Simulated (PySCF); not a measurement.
**C₉H₁₁BF₂: NMR shifts in solvents**

Aim: compute the NMR shifts of C₉H₁₁BF₂ (`CC(C)c1ccc(B(F)F)cc1`), and see what a dielectric continuum does where one was used.

Computed with PySCF 2.14.0, with density-fitted response routines of our own, on a single molecule, in the gas phase or a continuum. Atoms count from 0, in the outputs and in this text.

**1. The molecule as given**

23 atoms, charge 0, multiplicity 1; geometry from: GFN2-xTB. The atoms were then displaced at random by about 0.01 Å, so the start is not that level's minimum.

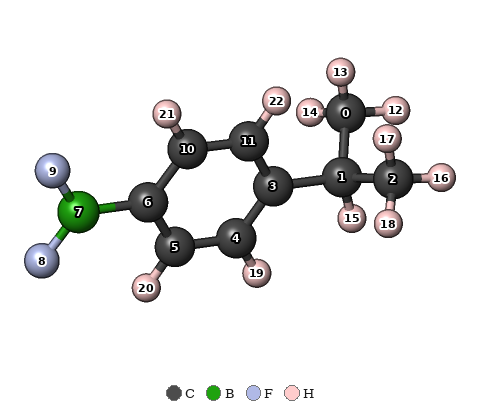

The starting geometry (carbon dark grey, boron green, fluorine light blue, hydrogen pink), atoms numbered.

**2. Relaxing the molecule at PBE0-D3(BJ)/def2-SVP**

Job settings and geometry (Å):

```
{"job": {"xc": "PBE0", "basis": "def2-SVP", "d3": "d3bj", "grid": 1, "shake": 0.01, "kind": "geom"}, "charge": 0, "multiplicity": 1}
C     -2.639970    -0.700910    -0.211520
C     -1.789100     0.549570     0.029360
C     -2.017700     1.095560     1.437190
C     -0.296750     0.230390    -0.204570
C      0.386360     0.879350    -1.203620
C      1.716410     0.603300    -1.420010
C      2.398780    -0.366390    -0.653640
B      3.898070    -0.682750    -0.909450
F      4.603250    -0.082780    -1.816670
F      4.553840    -1.591820    -0.199100
C      1.649360    -1.025080     0.351600
C      0.333790    -0.730600     0.569650
H     -3.739310    -0.402730    -0.123970
H     -2.449970    -1.459380     0.505900
H     -2.499110    -1.074730    -1.217740
H     -2.076450     1.346200    -0.674810
H     -3.031950     1.411440     1.575490
H     -1.773190     0.347640     2.196760
H     -1.361280     1.953120     1.623320
H     -0.128600     1.641110    -1.792770
H      2.246520     1.120270    -2.202110
H      2.161950    -1.789290     0.935940
H     -0.197300    -1.247950     1.318180
```

Run with:

```sh
$ OMP_NUM_THREADS=1 python probes_run.py task.json out
```

The driver reads the jobs from task.json and runs them one after another.

What it wrote:

```text
step   0  E = -573.21621550  max force = 0.042044
step   1  E = -573.22336800  max force = 0.006096
step   2  E = -573.22458039  max force = 0.003383
step   3  E = -573.22476926  max force = 0.002667
step   4  E = -573.22485894  max force = 0.001729
step   5  E = -573.22489692  max force = 0.001949
step   6  E = -573.22493341  max force = 0.002005
step   7  E = -573.22499466  max force = 0.001681
step   8  E = -573.22505547  max force = 0.000409
step   9  E = -573.22504793  max force = 0.000397
step  10  E = -573.22505149  max force = 0.000251
step  11  E = -573.22505528  max force = 0.000174
optimisation converged
```

Run time: 5.4 min. Hardware: 1 thread of Intel Xeon Platinum 8488C, shared host; peak memory 1 GiB.

Step by step:

| step | energy from step 0 (eV) | largest force component (eV/Å) |
| --- | --- | --- |
| 0 | 0.0000 | 2.1620 |
| 1 | -0.1946 | 0.3135 |
| 2 | -0.2276 | 0.1740 |
| 3 | -0.2328 | 0.1371 |
| 4 | -0.2352 | 0.0889 |
| 5 | -0.2362 | 0.1002 |
| 6 | -0.2372 | 0.1031 |
| 7 | -0.2389 | 0.0864 |
| 8 | -0.2405 | 0.0210 |
| 9 | -0.2403 | 0.0204 |
| 10 | -0.2404 | 0.0129 |
| 11 | -0.2405 | 0.0089 |

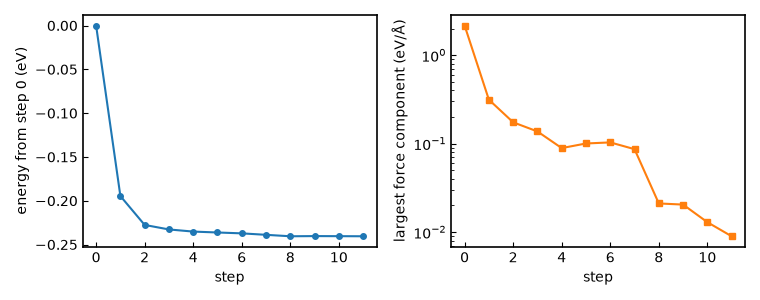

Energy and force, step by step.

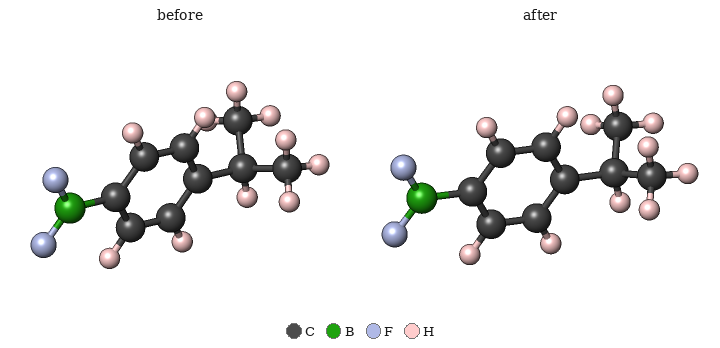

Before and after, at one scale.

Close pairs (by a distance rule), those that changed most:

| bond | before (Å) | after (Å) | change (Å) |
| --- | --- | --- | --- |
| C0–H12 | 1.142 | 1.101 | -0.041 |
| C0–H13 | 1.061 | 1.102 | +0.041 |
| C11–H22 | 1.054 | 1.093 | +0.040 |
| C1–C3 | 1.544 | 1.512 | -0.032 |
| C2–H16 | 1.071 | 1.101 | +0.030 |
| B7–F8 | 1.296 | 1.323 | +0.026 |
| C3–C4 | 1.373 | 1.400 | +0.026 |
| C10–C11 | 1.366 | 1.388 | +0.023 |

The next job starts from the end point, and lists it.

```csv
at the end point,value
"rotational constants (GHz, main isotopes)","2.505, 0.414, 0.384"
dipole moment (D),2.92
```

**3. Shielding tensors: PBE0/pcSseg-1 in acetone**

Job settings and geometry (Å):

```
{"job": {"kind": "nmr", "xc": "PBE0", "basis": "pcSseg-1", "solvent": "acetone", "pop": true}, "charge": 0, "multiplicity": 1}
C     -2.717004    -0.380096     0.182344
C     -1.670166     0.724347     0.325374
C     -1.612105     1.262869     1.754654
C     -0.309779     0.260101    -0.143836
C      0.326418     0.885372    -1.222265
C      1.575065     0.457931    -1.660268
C      2.228539    -0.611698    -1.031851
B      3.606799    -1.098072    -1.524303
F      4.222459    -0.524238    -2.544656
F      4.229565    -2.114436    -0.950950
C      1.591243    -1.234899     0.053037
C      0.344719    -0.806551     0.488988
H     -3.715975    -0.008142     0.457839
H     -2.488196    -1.234813     0.838685
H     -2.763088    -0.755527    -0.850910
H     -1.967983     1.556573    -0.334970
H     -2.592410     1.659104     2.061958
H     -1.334556     0.470582     2.467979
H     -0.870717     2.070430     1.847421
H     -0.171517     1.719535    -1.724594
H      2.054594     0.958227    -2.505682
H      2.085302    -2.069556     0.557224
H     -0.130471    -1.310023     1.335065
```

With the program's defaults for keys left out, this is: GIAO PBE0/pcSseg-1 NMR shielding, non-relativistic, IEF-PCM acetone.

What it wrote:

```text
coarse grid: 19856 points
cycle   1  E = -573.3933924812  dE =  1.635e+00  |g| = 6.867e-01  |ddm| = 4.533e+00
cycle   2  E = -573.3601132225  dE =  3.328e-02  |g| = 8.715e-01  |ddm| = 1.045e+00
cycle   3  E = -573.4837989452  dE = -1.237e-01  |g| = 6.861e-02  |ddm| = 5.186e-01
cycle   4  E = -573.4845561649  dE = -7.572e-04  |g| = 3.561e-02  |ddm| = 8.080e-02
cycle   5  E = -573.4848306092  dE = -2.744e-04  |g| = 9.742e-03  |ddm| = 3.419e-02
cycle   6  E = -573.4848533626  dE = -2.275e-05  |g| = 3.310e-03  |ddm| = 1.236e-02
cycle   7  E = -573.4848562703  dE = -2.908e-06  |g| = 3.764e-04  |ddm| = 3.738e-03
final grid: 194384 points
cycle   8  E = -573.5653512889  dE = -9.078e-05  |g| = 9.069e-03  |ddm| = 7.018e-02
cycle   9  E = -573.5653482676  dE =  3.021e-06  |g| = 9.754e-03  |ddm| = 1.853e-02
cycle  10  E = -573.5653727085  dE = -2.444e-05  |g| = 1.039e-03  |ddm| = 9.691e-03
cycle  11  E = -573.5653729482  dE = -2.398e-07  |g| = 4.428e-04  |ddm| = 1.430e-03
cycle  12  E = -573.5653729974  dE = -4.918e-08  |g| = 9.106e-05  |ddm| = 4.423e-04
cycle  13  E = -573.5653729992  dE = -1.775e-09  |g| = 3.631e-05  |ddm| = 1.106e-04
cycle  14  E = -573.5653729995  dE = -3.229e-10  |g| = 4.341e-06  |ddm| = 3.672e-05
converged SCF energy = -573.5653729995

GIAO shielding tensors (ppm)
atom      isotropic    diamagn.    paramagn.     s11        s22        s33       span
  0 C      159.156     247.331     -88.175    144.353    151.070    182.046     37.693
  1 C      145.854     242.689     -96.835    135.505    140.095    161.962     26.458
  2 C      158.949     247.452     -88.503    144.305    150.543    181.998     37.693
  3 C       19.481     263.850    -244.369    -72.080    -39.345    169.868    241.949
  4 C       50.472     251.735    -201.262    -51.514     44.978    157.953    209.467
  5 C       40.726     254.577    -213.852    -75.047     22.290    174.933    249.980
  6 C       60.241     258.088    -197.848    -30.287     21.592    189.417    219.704
  7 B       75.590     200.420    -124.830     62.732     77.175     86.863     24.131
  8 F      271.939     466.143    -194.204    113.333    316.800    385.685    272.352
  9 F      271.918     467.022    -195.104    113.937    316.353    385.465    271.528
 10 C       41.134     254.649    -213.514    -75.509     22.882    176.030    251.539
 11 C       52.931     253.920    -200.989    -55.504     34.419    179.878    235.382
 12 H       29.923      28.571       1.353     25.942     26.857     36.970     11.028
 13 H       29.946      30.561      -0.615     25.640     29.442     34.757      9.117
 14 H       30.114      30.020       0.094     25.970     28.348     36.023     10.053
 15 H       28.545      33.026      -4.481     24.555     27.209     33.870      9.315
 16 H       29.915      28.693       1.222     25.970     26.813     36.961     10.991
 17 H       29.965      30.675      -0.710     25.671     29.467     34.758      9.086
 18 H       30.095      30.197      -0.102     25.923     28.363     35.999     10.076
 19 H       23.628      33.442      -9.814     19.735     22.789     28.360      8.625
 20 H       23.112      31.222      -8.110     18.937     22.646     27.753      8.816
 21 H       23.052      31.937      -8.885     18.755     22.389     28.013      9.258
 22 H       23.456      34.021     -10.566     19.288     21.347     29.732     10.444
```

Run time: 69 s. Hardware: 1 thread of Intel Xeon Platinum 8488C, shared host; peak memory 1.4 GiB.

The references, computed at this level on geometries of the same kind, shield at (ppm): 1H TMS 31.24, 13C TMS 185.4, 19F CFCl3 180.4, 11B BF3·OEt2 101.3. Their shielding less the atom's gives the shift. The references are single molecules in the same continuum, so shifts against H2O, NH3, PH3, H3PO4 or CFCl3 are not on the usual liquid scales and can be off by tens of ppm. Atoms listed in one row are averaged.

```csv
atoms,environment,σ (ppm),δ (ppm)
C3,substituted aromatic carbon,19.5,165.9
"C5, C10",aromatic CH,40.9,144.5
"C4, C11",aromatic CH,51.7,133.7
C6,substituted aromatic carbon,60.2,125.2
C1,sp3 CH on an aromatic ring,145.9,39.6
"C0, C2",methyl carbon,159.1,26.4
"H20, H21",hydrogen on an aromatic CH,23.08,8.16
"H19, H22",hydrogen on an aromatic CH,23.54,7.70
H15,hydrogen on an sp3 CH on an aromatic ring,28.54,2.70
"H12, H13, H14, H16, H17, H18",hydrogen on a methyl carbon,29.99,1.25
B7,"boron bonded to C, 2 F",75.6,25.7
"F8, F9",fluorine bonded to B,271.9,-91.5
```

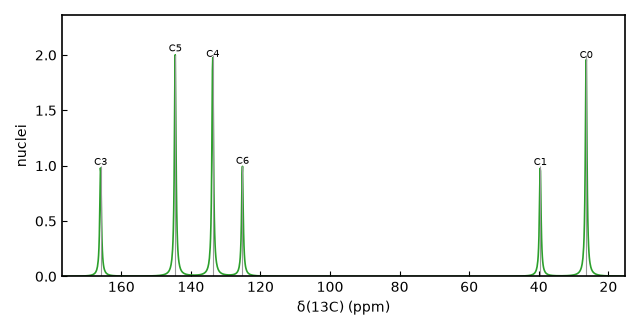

13C lines at the computed shifts, without couplings. Lines are broadened to a width of 0.56 ppm (Lorentzian).

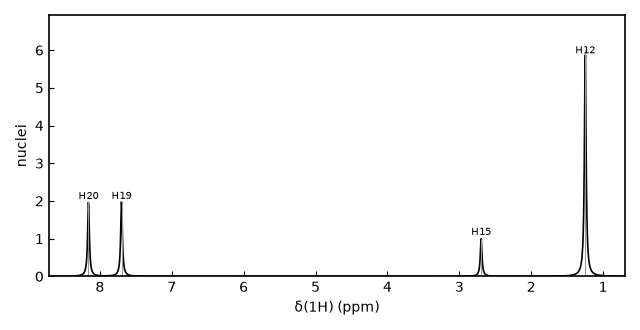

1H lines at the computed shifts, without couplings. Lines are broadened to a width of 0.03 ppm (Lorentzian).

Charges from the same density, by scheme (e):

| atoms | Mulliken | IAO | Hirshfeld | ESP fit |
| --- | --- | --- | --- | --- |
| C0, C2 | -0.22 | -0.41 | -0.11 | -0.58 |
| C1 | -0.26 | -0.10 | -0.02 | 0.37 |
| C3 | -0.23 | 0.03 | 0.02 | 0.14 |
| C4, C11 | -0.02 | -0.17 | -0.05 | -0.26 |
| C5, C10 | -0.08 | -0.12 | -0.04 | -0.11 |
| C6 | -0.30 | -0.22 | -0.11 | -0.25 |
| B7 | 0.78 | 0.71 | 0.30 | 0.75 |
| F8, F9 | -0.30 | -0.32 | -0.15 | -0.32 |

Hirshfeld charges:

C0 -0.11; C1 -0.02; C2 -0.11; C3 0.02; C4 -0.05; C5 -0.04; C6 -0.11; B7 0.30; F8 -0.15; F9 -0.15; C10 -0.04; C11 -0.05; H12 0.04; H13 0.04; H14 0.04; H15 0.04; H16 0.04; H17 0.04; H18 0.04; H19 0.06; H20 0.05; H21 0.05; H22 0.06

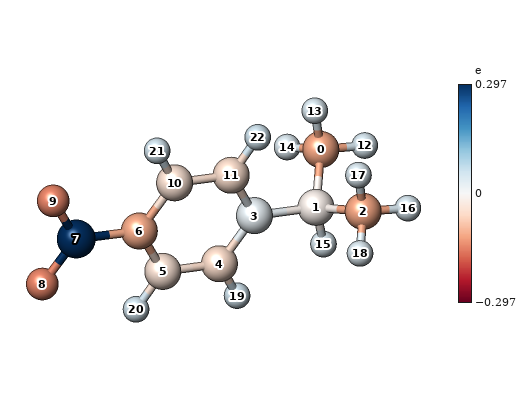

Hirshfeld charges, as colours on the atoms.

Mayer bond orders: C0–C1 1.03, C1–C2 1.03, C1–C3 1.01, C3–C4 1.41, C4–C5 1.45, C5–C6 1.38, C6–B7 0.96, B7–F8 1.10, B7–F9 1.10, C6–C10 1.37, C10–C11 1.48, C11–C3 1.35.

Ring of atoms C3, C4, C5, C6, C10, C11: NICS(0) -7.7, NICS(1) -11.2, NICS(1)zz -26.9 ppm (means of both faces).

**4. Shielding tensors: PBE0/pcSseg-1 in water**

Same as in step 3 but for these lines:

```diff
@@ -1,2 +1,2 @@
-{"job": {"kind": "nmr", "xc": "PBE0", "basis": "pcSseg-1", "solvent": "acetone", "pop": true}, "charge": 0, "multiplicity": 1}
+{"job": {"kind": "nmr", "xc": "PBE0", "basis": "pcSseg-1", "solvent": "water", "pop": false}, "charge": 0, "multiplicity": 1}
 C     -2.717004    -0.380096     0.182344
```

Method: GIAO PBE0/pcSseg-1 NMR shielding, non-relativistic, IEF-PCM water.

What it wrote:

```text
coarse grid: 19856 points
cycle   1  E = -573.3939603947  dE =  1.635e+00  |g| = 6.861e-01  |ddm| = 4.533e+00
cycle   2  E = -573.3610132156  dE =  3.295e-02  |g| = 8.700e-01  |ddm| = 1.040e+00
cycle   3  E = -573.4841908704  dE = -1.232e-01  |g| = 6.834e-02  |ddm| = 5.163e-01
cycle   4  E = -573.4849449203  dE = -7.540e-04  |g| = 3.522e-02  |ddm| = 7.990e-02
cycle   5  E = -573.4852129784  dE = -2.681e-04  |g| = 9.489e-03  |ddm| = 3.348e-02
cycle   6  E = -573.4852344377  dE = -2.146e-05  |g| = 3.281e-03  |ddm| = 1.202e-02
cycle   7  E = -573.4852372989  dE = -2.861e-06  |g| = 3.755e-04  |ddm| = 3.689e-03
final grid: 194384 points
cycle   8  E = -573.5657271844  dE = -9.086e-05  |g| = 9.057e-03  |ddm| = 7.017e-02
cycle   9  E = -573.5657243136  dE =  2.871e-06  |g| = 9.717e-03  |ddm| = 1.842e-02
cycle  10  E = -573.5657485612  dE = -2.425e-05  |g| = 1.023e-03  |ddm| = 9.589e-03
cycle  11  E = -573.5657487931  dE = -2.319e-07  |g| = 4.377e-04  |ddm| = 1.402e-03
cycle  12  E = -573.5657488409  dE = -4.785e-08  |g| = 9.067e-05  |ddm| = 4.359e-04
cycle  13  E = -573.5657488427  dE = -1.768e-09  |g| = 3.594e-05  |ddm| = 1.104e-04
cycle  14  E = -573.5657488430  dE = -3.174e-10  |g| = 4.322e-06  |ddm| = 3.656e-05
converged SCF energy = -573.5657488430

GIAO shielding tensors (ppm)
atom      isotropic    diamagn.    paramagn.     s11        s22        s33       span
  0 C      159.213     247.366     -88.153    144.397    151.120    182.122     37.726
  1 C      145.888     242.661     -96.773    135.612    140.056    161.997     26.385
  2 C      159.006     247.488     -88.482    144.349    150.592    182.075     37.725
  3 C       19.333     263.855    -244.523    -72.189    -39.700    169.887    242.075
  4 C       50.430     251.684    -201.255    -51.529     44.688    158.130    209.659
  5 C       40.723     254.556    -213.832    -75.025     22.185    175.011    250.036
  6 C       60.309     258.157    -197.848    -30.227     21.727    189.427    219.653
  7 B       75.589     200.430    -124.842     62.666     77.169     86.930     24.264
  8 F      272.141     466.159    -194.019    113.733    317.027    385.662    271.929
  9 F      272.120     467.038    -194.918    114.335    316.581    385.443    271.108
 10 C       41.129     254.626    -213.497    -75.496     22.780    176.103    251.599
 11 C       52.861     253.878    -201.017    -55.551     34.132    180.003    235.554
 12 H       29.916      28.562       1.355     25.932     26.848     36.968     11.036
 13 H       29.937      30.555      -0.618     25.629     29.429     34.752      9.123
 14 H       30.122      30.029       0.093     25.977     28.357     36.033     10.055
 15 H       28.529      33.006      -4.477     24.537     27.188     33.861      9.324
 16 H       29.908      28.684       1.224     25.960     26.804     36.959     10.999
 17 H       29.956      30.670      -0.714     25.661     29.455     34.753      9.093
 18 H       30.104      30.206      -0.103     25.931     28.372     36.009     10.078
 19 H       23.607      33.422      -9.814     19.707     22.778     28.338      8.631
 20 H       23.102      31.226      -8.123     18.923     22.643     27.741      8.818
 21 H       23.042      31.939      -8.897     18.741     22.386     28.001      9.260
 22 H       23.432      33.992     -10.560     19.258     21.333     29.704     10.446
```

It took 71 s on 1 thread of Intel Xeon Platinum 8488C, shared host; peak memory 1.4 GiB.

In short: δ C3 166.2, C5 144.6, C4 133.9, C6 125.2, H20 8.17, H19 7.72 ppm (means over like atoms).

**5. Run by run: NMR shifts**

Shifts (ppm) of some atoms, chosen among heavy atoms and hydrogens apart, means over like atoms, with basis size and wall time:

| run | C3 | C5 | C4 | C1 | H19 | H15 | B7 | functions | time |
| --- | --- | --- | --- | --- | --- | --- | --- | --- | --- |
| PBE0/pcSseg-1 in acetone | 165.9 | 144.5 | 133.7 | 39.6 | 7.70 | 2.70 | 25.7 | 259 | 69 s |
| PBE0/pcSseg-1 in water | 166.2 | 144.6 | 133.9 | 39.6 | 7.72 | 2.71 | 25.8 | 259 | 71 s |

The continuum's effect on the ground state:

| solvent | ε | polarisation energy (Eh) | μ (D) |
| --- | --- | --- | --- |
| acetone | 20.49 | -0.0063 | 3.76 |
| water | 78.36 | -0.0068 | 3.81 |

**6. What came out**

| quantity | value |
| --- | --- |
| rotational constants (main isotopes) | 2.51, 0.41, 0.38 GHz |
| 13C shifts against TMS (PBE0/pcSseg-1, acetone, means over atoms taken as alike) | 165.9, 144.5, 133.7, 125.2, 39.6, 26.4 ppm |
| 1H shifts against TMS (PBE0/pcSseg-1, acetone, means over atoms taken as alike) | 8.16, 7.70, 2.70, 1.25 ppm |
| 11B shifts against BF3·OEt2 (PBE0/pcSseg-1, acetone) | 25.7 ppm |
| 19F shifts against CFCl3 (PBE0/pcSseg-1, acetone, means over atoms taken as alike) | -91.5 ppm |
| range of the shift of C3 | 165.9 to 166.2 ppm |

What this shows: Over 11 steps the energy fell by 0.241 eV; of the close pairs, C0–H12 changed most, 1.142 to 1.101 Å. No frequency check was run at this level, so the end point may be a saddle. At PBE0/pcSseg-1: Shielding is most anisotropic at F8, F9 (span 272 ppm, paramagnetic term -195 ppm). NICS(1)zz of -27 ppm above the planar ring from C3 marks a diatropic (aromatic) ring current. In ppm, C3 moves most: its shift spreads over 0.2 ppm, from 165.9 (PBE0/pcSseg-1 in acetone) to 166.2 (PBE0/pcSseg-1 in water). Part of that comes from the computed reference. The continuum holds electrostatics alone: no hydrogen bonds to the solvent, and the gas-phase geometry is kept.
